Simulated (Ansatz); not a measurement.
```xyz
8

C    -0.7352    1.0493   -0.5239
S    -0.7213   -0.0654    0.9561
Si    0.8813   -1.3053    0.6911
H    -1.7048    0.8935   -1.0199
H     0.0914    0.8467   -1.2192
H    -0.6688    2.0766   -0.1354
H     1.7502   -1.1881   -0.5122
H     1.1071   -2.3073    1.7635
```

Computed with RKS PBE/6-31G* (Ansatz).

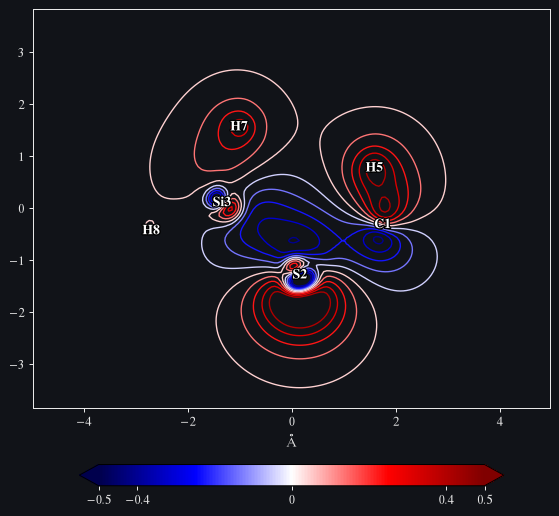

CH$_{5}$SSi (charge +1). The HOMO−1 on the plane of atoms S2, Si3 and H7 (values in Å⁻³ᐟ²; the overall sign is arbitrary).

> Where does this orbital lie, and at what energy?

It lies mainly on S2 (about 60 %), C1 (about 15 %), Si3 (about 15 %) and H5 (about 10 %). Its energy is −13.67 eV.
